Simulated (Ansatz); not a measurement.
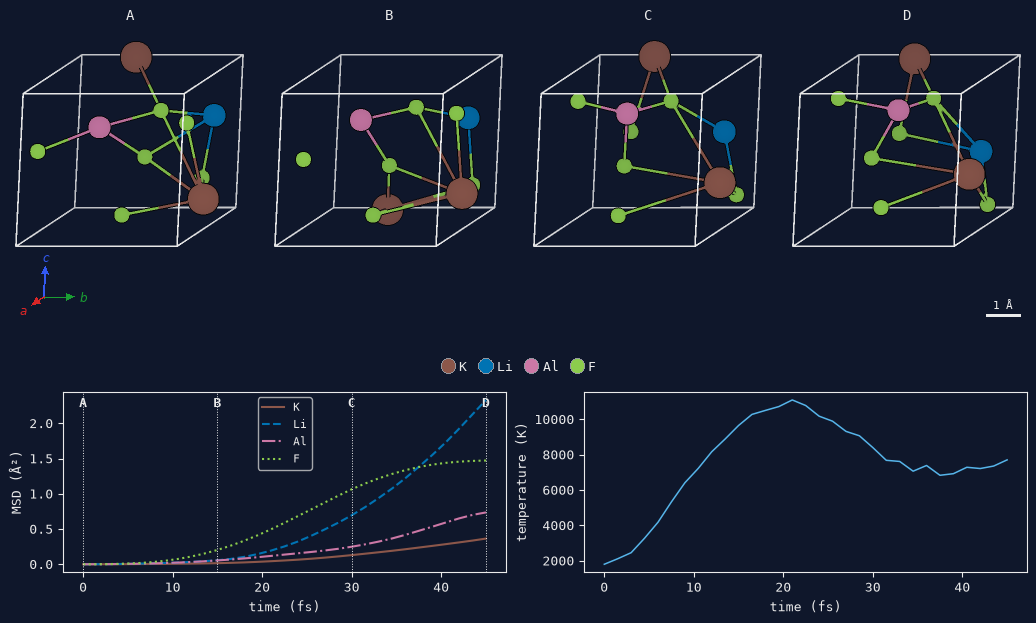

Molecular dynamics of an amorphous cell of composition K₂LiAlF₆ (10 atoms in the cell), 45 fs long. Frames (A at 0 fs, B at 15 fs, C at 30 fs, D at 45 fs) and the history of the run. The picture is a ball-and-stick view of the simulation cell, seen slightly off an axis. Atoms that leave the cell re-enter on the other side. Bonds to atoms that aren't drawn are left out.

Computed with Ansatz 0.2.0, DFT, PAW plane waves, PBE. Settings: plane-wave cutoff 420 eV; k-point mesh 3 × 3 × 3; Gaussian smearing 0.1 eV; Langevin thermostat (NVT); set temperature 2000 K; time step 1.5 fs.

What do the frames and curves show?

In the second half of the run the atoms are, in the root-mean-square, this far from where they began (common drift taken out): F 1.08 Å, Li 1.06 Å, Al 0.62 Å, K 0.44 Å. The integration has become unstable, so these distances have no physical meaning. The temperature peaks at 11091 K, at 21 fs, and is 7703 K at the end.

Limits of the set-up: the periodic images lie only 4.5 Å apart, so the values are limited by the cell's size.

Cost: 3.9 min on 2 threads of Arm Neoverse N1 (shared host), peak memory 0.49 GiB.
